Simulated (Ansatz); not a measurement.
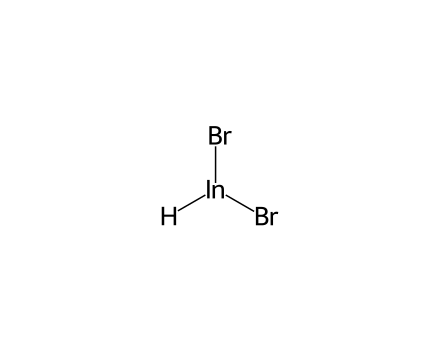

The drawing above gives the connectivity. The geometry was computed by an optimisation with PBE-D4/def2-SVP. No frequency run is at hand to confirm it as a minimum.

What does the molecule look like in three dimensions?

It has 4 atoms: 2 bromine, 1 hydrogen and 1 indium (Br2HIn). As SMILES it reads `[Br][InH][Br]`. This geometry has C2v symmetry. All atoms lie on one plane. Coordination: 1 In trigonal planar.

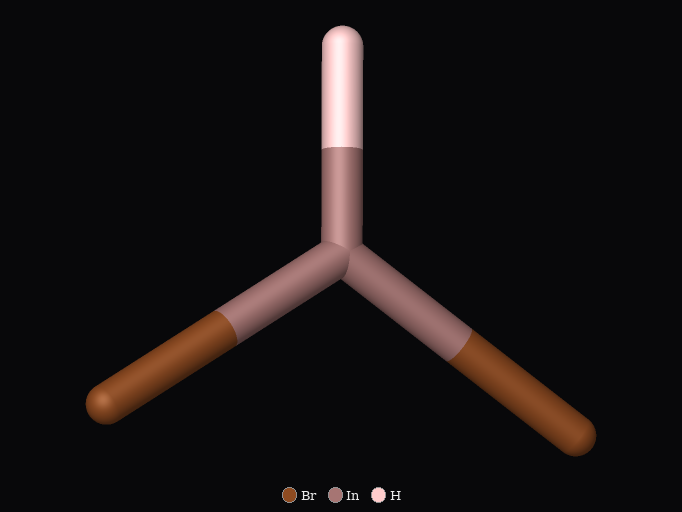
